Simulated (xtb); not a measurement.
Geometry relaxation of Si2F6 (part 1 of 3)

- system: Si2F6, SMILES F[Si](F)(F)[Si](F)(F)F
- method: GFN2-xTB (xtb 6.7.1 later snapshot)

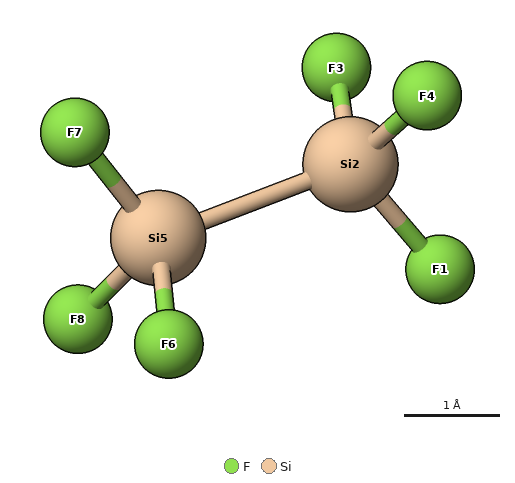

The starting structure (ball-and-stick view, seen at a tilt; atoms are numbered from 1 in the order of the input). Bond lengths as drawn: F–Si 1.50 to 1.70 Å and Si–Si 2.25 Å.

### Summary

```json
{"quantity": "outcome", "value": "converged"}
{"quantity": "electrons treated", "value": "50"}
{"quantity": "total energy", "value": "−32.232040 hartree"}
{"quantity": "dispersion energy", "value": "−0.005790 hartree"}
{"quantity": "basis functions", "value": "44"}
{"quantity": "HOMO", "value": "−13.23 eV"}
{"quantity": "LUMO", "value": "−6.97 eV"}
{"quantity": "dipole moment", "value": "0.01 D"}
{"quantity": "hardware", "value": "1 thread of Arm Neoverse V1, 24 GiB of memory available, shared host"}
{"quantity": "peak memory", "value": "0.072 GiB"}
```

### Notes

Settings chosen away from the usual ones: method = gfn2-xtb; task = optimise; x = {"opt_engine": "lbfgs"}; opt_level = normal; partner = base.

### Input file (coord)
```
$coord
      0.657927047550     -3.509750536745      2.440278933774  f
      1.430447087297     -1.517374489030      0.320743215133  si
      1.752834364158     -3.150267936057     -2.008022980027  f
      4.061947407622     -0.655980629641      0.893802662425  f
     -1.508341598154      1.486156213451     -0.381138862076  si
     -1.879842856994      3.421027895194      2.155856254757  f
     -0.526439903798      3.688632011702     -2.320753756392  f
     -4.358653306449      0.650897266366     -0.816342788577  f
$end
```

### File xtb.inp
```
$opt
   engine=lbfgs
$end
```

Command:
```bash
xtb coord --input xtb.inp -o normal --gfn 2 -P 1 | tee xtb.out
```

### Output
```
* xtb version 6.7.1
   ID    Z sym.   atoms
    1    9 f      1, 3, 4, 6-8
    2   14 si     2, 5

           -------------------------------------------------
          |                Calculation Setup                |
           -------------------------------------------------

          program call               : xtb coord --input xtb.inp -o normal --gfn 2 -P 1
          coordinate file            : coord
          omp threads                :                     1

           -------------------------------------------------
          |                 G F N 2 - x T B                 |
           -------------------------------------------------

      * Hamiltonian:
        H0-scaling (s, p, d)           1.850000    2.230000    2.230000
        zeta-weighting                 0.500000
      * Dispersion:
        s8                             2.700000
        a1                             0.520000
        a2                             5.000000
        s9                             5.000000
      * Repulsion:
        kExp                           1.500000    1.000000
        rExp                           1.000000
      * Coulomb:
        alpha                          2.000000
        third order                    shell-resolved
        anisotropic                    true
        a3                             3.000000
        a5                             4.000000
        cn-shift                       1.200000
        cn-exp                         4.000000
        max-rad                        5.000000

          ...................................................
          :                      SETUP                      :
          :.................................................:
          :  # basis functions                  44          :
          :  # atomic orbitals                  42          :
          :  # shells                           18          :
          :  # electrons                        50          :
          :  max. iterations                   250          :
          :  Hamiltonian                  GFN2-xTB          :
          :  restarted?                      false          :
          :  GBSA solvation                  false          :
          :  PC potential                    false          :
          :  electronic temp.          300.0000000     K    :
          :  accuracy                    1.0000000          :
          :  -> integral cutoff          0.2500000E+02      :
          :  -> integral neglect         0.1000000E-07      :
          :  -> SCF convergence          0.1000000E-05 Eh   :
          :  -> wf. convergence          0.1000000E-03 e    :
          :  Broyden damping             0.4000000          :
          :  net charge                          0          :
          :  unpaired electrons                  0          :
          ...................................................

 iter      E             dE          RMSdq      gap      omega  full diag
   1    -32.2454491 -0.322454E+02  0.822E+00    6.23       0.0  T
   2    -32.3123674 -0.669183E-01  0.487E+00    5.77       1.0  T
   3    -32.3183239 -0.595652E-02  0.191E+00    5.94       1.0  T
   4    -32.3197304 -0.140653E-02  0.835E-01    5.77       1.0  T
   5    -32.3205722 -0.841778E-03  0.368E-01    5.89       1.0  T
   6    -32.3211906 -0.618413E-03  0.941E-02    5.85       1.0  T
   7    -32.3212205 -0.299163E-04  0.614E-02    5.84       1.0  T
   8    -32.3212179  0.268456E-05  0.469E-02    5.84       1.0  T
   9    -32.3212263 -0.846978E-05  0.458E-03    5.84       7.7  T
  10    -32.3212263 -0.213391E-07  0.253E-03    5.84      14.0  T
  11    -32.3212264 -0.255068E-07  0.357E-04    5.84      99.2  T
  12    -32.3212264 -0.236568E-09  0.182E-04    5.84     194.2  T

   *** convergence criteria satisfied after 12 iterations ***

         #    Occupation            Energy/Eh            Energy/eV
      -------------------------------------------------------------
         1        2.0000           -0.9943345             -27.0572
       ...           ...                  ...                  ...
        19        2.0000           -0.5573083             -15.1651
        20        2.0000           -0.5557309             -15.1222
        21        2.0000           -0.5521764             -15.0255
        22        2.0000           -0.5451842             -14.8352
        23        2.0000           -0.5281527             -14.3718
        24        2.0000           -0.5254009             -14.2969
        25        2.0000           -0.4859272             -13.2228 (HOMO)
        26                         -0.2713693              -7.3843 (LUMO)
        27                         -0.2510372              -6.8311
        28                         -0.1603295              -4.3628
        29                         -0.1540538              -4.1920
        30                         -0.1186335              -3.2282
       ...                                ...                  ...
        42                          1.3021261              35.4327
      -------------------------------------------------------------
                  HL-Gap            0.2145580 Eh            5.8384 eV
             Fermi-level           -0.3786482 Eh          -10.3035 eV

 SCC (total)                   0 d,  0 h,  0 min,  0.008 sec
 SCC setup                      ...        0 min,  0.000 sec (  0.934%)
 Dispersion                     ...        0 min,  0.000 sec (  0.346%)
 classical contributions        ...        0 min,  0.000 sec (  0.079%)
 integral evaluation            ...        0 min,  0.001 sec ( 14.734%)
 iterations                     ...        0 min,  0.005 sec ( 57.528%)
 molecular gradient             ...        0 min,  0.002 sec ( 25.194%)
 printout                       ...        0 min,  0.000 sec (  0.999%)

         :::::::::::::::::::::::::::::::::::::::::::::::::::::
         ::                     SUMMARY                     ::
         :::::::::::::::::::::::::::::::::::::::::::::::::::::
         :: total energy             -32.211178844892 Eh    ::
         :: gradient norm              0.161220945531 Eh/a0 ::
         :: HOMO-LUMO gap              5.838419249140 eV    ::
         ::.................................................::
         :: SCC energy               -32.321220631991 Eh    ::
         :: -> isotropic ES            0.088166557938 Eh    ::
         :: -> anisotropic ES          0.001863188120 Eh    ::
         :: -> anisotropic XC         -0.007506592542 Eh    ::
         :: -> dispersion             -0.005783557481 Eh    ::
         :: repulsion energy           0.110041787099 Eh    ::
         :: add. restraining           0.000000000000 Eh    ::
         :: total charge               0.000000000000 e     ::
         :::::::::::::::::::::::::::::::::::::::::::::::::::::

      -----------------------------------------------------------
     |                       L-ANC optimizer                     |
      -----------------------------------------------------------
          low memory version by Sebastian Ehlert

          ...................................................
          :                      SETUP                      :
          :.................................................:
          :   energy convergence        0.5000000E-05 Eh    :
          :   grad. convergence         0.1000000E-02 Eh/a0 :
          :   optimization log               true           :
          :   writing optlog all                1     steps :
          :   Hessian reset                    20     steps :
          :   maximium step len.        1.0000000     a0    :
          :   LBFGS images                     20           :
          ...................................................
 * calculating model hessian...
Using Lindh-Hessian (1995)
 Shifting diagonal of input Hessian by    1.0000000000000000E-002
 Lowest  eigenvalues of input Hessian
    0.000000    0.000000    0.000000    0.000000    0.000000    0.000000
    0.012511    0.014766    0.016019    0.025076    0.027603    0.037773
    0.120633    0.142293    0.217896    0.267296    0.311090    0.395626
 Highest eigenvalues
    1.129627    1.358290    1.549902    1.912009    2.258931    2.512603

........................................................................
.............................. CYCLE    1 ..............................
........................................................................

 iter      E             dE          RMSdq      gap      omega  full diag
   1    -32.3238811 -0.323239E+02  0.805E-01    6.00       0.0  T
   2    -32.3241266 -0.245480E-03  0.453E-01    6.00       1.0  T
   3    -32.3241539 -0.272763E-04  0.260E-01    6.00       1.0  T
   4    -32.3241123  0.415702E-04  0.108E-01    5.99       1.0  T
   5    -32.3241617 -0.494068E-04  0.369E-02    5.99       1.0  T
   6    -32.3241621 -0.383316E-06  0.106E-02    5.99       3.3  T
   7    -32.3241624 -0.274278E-06  0.271E-03    5.99      13.0  T
   8    -32.3241624 -0.340055E-08  0.654E-04    5.99      54.1  T
   9    -32.3241624 -0.202292E-09  0.231E-04    5.99     153.2  T
     SCC iter.                  ...        0 min,  0.003 sec
     gradient                   ...        0 min,  0.002 sec
 * total energy  :   -32.2243579 Eh     change       -0.1317907E-01 Eh
   gradient norm :     0.0871683 Eh/a0  converged?    E=F G=F D=F
   step length   :     0.1869516 a0

........................................................................
.............................. CYCLE    2 ..............................
........................................................................

 iter      E             dE          RMSdq      gap      omega  full diag
   1    -32.3281911 -0.323282E+02  0.102E+00    6.17       0.0  T
   2    -32.3286647 -0.473612E-03  0.525E-01    6.17       1.0  T
   3    -32.3287190 -0.542373E-04  0.310E-01    6.16       1.0  T
   4    -32.3286466  0.723402E-04  0.163E-01    6.16       1.0  T
   5    -32.3287344 -0.877837E-04  0.527E-02    6.16       1.0  T
   6    -32.3287344  0.553973E-07  0.203E-02    6.16       1.7  T
   7    -32.3287355 -0.111078E-05  0.435E-03    6.16       8.1  T
   8    -32.3287355 -0.119605E-07  0.114E-03    6.16      31.0  T
   9    -32.3287355 -0.801471E-09  0.297E-04    6.16     119.0  T
  10    -32.3287355 -0.369198E-10  0.105E-04    6.16     335.5  T
     SCC iter.                  ...        0 min,  0.003 sec
     gradient                   ...        0 min,  0.002 sec
 * total energy  :   -32.2312446 Eh     change       -0.6886685E-02 Eh
   gradient norm :     0.0101371 Eh/a0  converged?    E=F G=F D=F
   step length   :     0.2735679 a0

........................................................................
.............................. CYCLE    3 ..............................
........................................................................

 iter      E             dE          RMSdq      gap      omega  full diag
   1    -32.3312672 -0.323313E+02  0.392E-01    6.19       0.0  T
   2    -32.3312753 -0.805694E-05  0.272E-01    6.19       1.0  T
   3    -32.3312725  0.275898E-05  0.467E-02    6.19       1.0  T
   4    -32.3312766 -0.408659E-05  0.291E-02    6.18       1.2  T
   5    -32.3312774 -0.746182E-06  0.747E-03    6.18       4.7  T
   6    -32.3312774 -0.530787E-08  0.779E-04    6.18      45.4  T
   7    -32.3312774 -0.386958E-08  0.349E-04    6.18     101.2  T
     SCC iter.                  ...        0 min,  0.002 sec
     gradient                   ...        0 min,  0.002 sec
 * total energy  :   -32.2315950 Eh     change       -0.3503940E-03 Eh
   gradient norm :     0.0077038 Eh/a0  converged?    E=F G=F D=F
   step length   :     0.1166518 a0

........................................................................
.............................. CYCLE    4 ..............................
........................................................................

 iter      E             dE          RMSdq      gap      omega  full diag
   1    -32.3301925 -0.323302E+02  0.490E-01    6.22       0.0  T
   2    -32.3302005 -0.790989E-05  0.326E-01    6.22       1.0  T
   3    -32.3302019 -0.139219E-05  0.548E-02    6.22       1.0  T
   4    -32.3302025 -0.660104E-06  0.210E-02    6.22       1.7  T
   5    -32.3302032 -0.715073E-06  0.854E-03    6.22       4.1  T
   6    -32.3302032  0.142766E-07  0.162E-03    6.22      21.8  T
   7    -32.3302032 -0.211798E-07  0.456E-04    6.22      77.5  T
   8    -32.3302032 -0.337145E-09  0.195E-04    6.22     181.2  T
     SCC iter.                  ...        0 min,  0.003 sec
     gradient                   ...        0 min,  0.002 sec
 * total energy  :   -32.2319143 Eh     change       -0.3193102E-03 Eh
   gradient norm :     0.0053361 Eh/a0  converged?    E=F G=F D=F
   step length   :     0.1689279 a0

........................................................................
.............................. CYCLE    5 ..............................
........................................................................

 iter      E             dE          RMSdq      gap      omega  full diag
   1    -32.3305241 -0.323305E+02  0.185E-01    6.24       0.0  T
   2    -32.3305253 -0.121587E-05  0.122E-01    6.24       1.0  T
   3    -32.3305255 -0.200050E-06  0.149E-02    6.24       2.4  T
   4    -32.3305256 -0.677427E-07  0.514E-03    6.24       6.9  T
   5    -32.3305257 -0.940761E-07  0.238E-03    6.24      14.8  T
   6    -32.3305256  0.316597E-08  0.119E-03    6.24      29.7  T
   7    -32.3305257 -0.453620E-08  0.237E-04    6.24     149.1  T
   8    -32.3305257 -0.591172E-10  0.527E-05    6.24     670.3  T
     SCC iter.                  ...        0 min,  0.003 sec
     gradient                   ...        0 min,  0.002 sec
 * total energy  :   -32.2319907 Eh     change       -0.7636636E-04 Eh
   gradient norm :     0.0033436 Eh/a0  converged?    E=F G=F D=F
   step length   :     0.0492576 a0

........................................................................
.............................. CYCLE    6 ..............................
........................................................................

 iter      E             dE          RMSdq      gap      omega  full diag
   1    -32.3308635 -0.323309E+02  0.146E-01    6.25       0.0  T
   2    -32.3308647 -0.122711E-05  0.101E-01    6.25       1.0  T
   3    -32.3308649 -0.169230E-06  0.195E-02    6.25       1.8  T
   4    -32.3308649 -0.640331E-07  0.432E-03    6.25       8.2  T
   5    -32.3308650 -0.314972E-07  0.224E-03    6.25      15.8  T
   6    -32.3308650  0.329827E-09  0.556E-04    6.25      63.6  T
   7    -32.3308650 -0.127431E-08  0.196E-04    6.25     180.3  T
     SCC iter.                  ...        0 min,  0.002 sec
     gradient                   ...        0 min,  0.002 sec
 * total energy  :   -32.2320315 Eh     change       -0.4084629E-04 Eh
   gradient norm :     0.0022635 Eh/a0  converged?    E=F G=F D=F
   step length   :     0.0542139 a0

........................................................................
.............................. CYCLE    7 ..............................
........................................................................

 iter      E             dE          RMSdq      gap      omega  full diag
   1    -32.3309710 -0.323310E+02  0.338E-02    6.25       0.0  T
   2    -32.3309711 -0.114536E-06  0.217E-02    6.25       1.6  T
   3    -32.3309711 -0.125956E-07  0.650E-03    6.25       5.4  T
   4    -32.3309711  0.175083E-08  0.148E-03    6.25      23.8  T
   5    -32.3309711 -0.823405E-08  0.809E-04    6.25      43.7  T
   6    -32.3309711 -0.189502E-10  0.120E-04    6.25     295.0  T
     SCC iter.                  ...        0 min,  0.002 sec
     gradient                   ...        0 min,  0.002 sec
 * total energy  :   -32.2320373 Eh     change       -0.5743467E-05 Eh
   gradient norm :     0.0014805 Eh/a0  converged?    E=F G=F D=F
   step length   :     0.0153099 a0

........................................................................
.............................. CYCLE    8 ..............................
........................................................................
```
